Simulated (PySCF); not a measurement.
O₄Ti₂ (charge +1, doublet)

The calculation's input:

```
{"job": {"kind": "sp", "xc": "r2SCAN", "basis": "ma-def2-SVP", "d3": "d3bj", "grid": 3}, "charge": 1, "multiplicity": 2}
O      1.427579     0.951900    -1.704827
Ti     1.316875    -0.051656    -0.407970
O     -0.212776    -0.990844    -0.770713
Ti    -1.317703    -0.035987     0.371735
O     -1.467892    -1.025190     1.653888
O      0.241326     0.888647     0.742580
```

Run with:

```sh
OMP_NUM_THREADS=1 python redox_run.py task.json out
```

Geometry: PBE-D3(BJ)/def2-SVP.

The calculation used DFT single point, gas phase, functional r2SCAN in PySCF 2.14.0, density-fitted response routines.

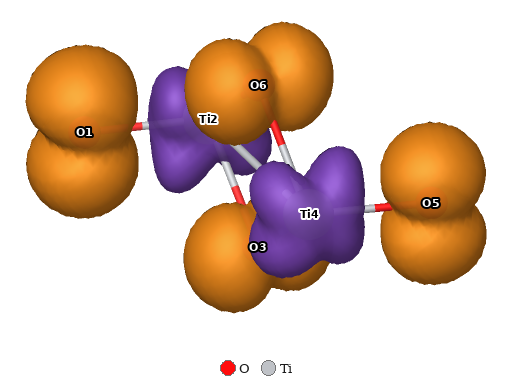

Figure 1. Isosurfaces of the spin density at +0.02 (orange) and −0.02 e/Å³ (purple), seen at a tilt.

### Where is the unpaired spin?

The unpaired spin (1 electron) lies mostly on O1 (about 0.4), O5 (about 0.4), O6 (about 0.2) and O3 (about 0.2), in electrons by Hirshfeld's partition, with opposite, polarisation-induced spin on Ti4 and Ti2.

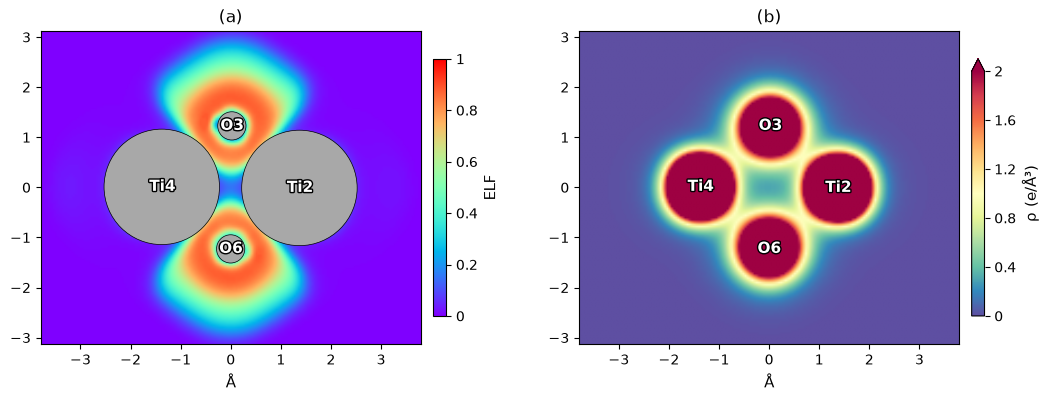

Figure 2. (a) ELF; (b) electron density on the plane of atoms O3, Ti2 and O6. Grey discs cover the atomic cores in the ELF map.

### Interpret the plot.

Atoms in the plane: Ti and O. Ti–Ti (2.75 Å): ρ is about 0.31 e/Å³ halfway; the ELF is about 0.15 at the midpoint. Ti–O (1.83 Å): the density is about 0.98 e/Å³ at the midpoint; the ELF peaks at about 0.85 in the valence shell of O, 0.5 Å from its nucleus, and drops to about 0.25 between the two atoms.
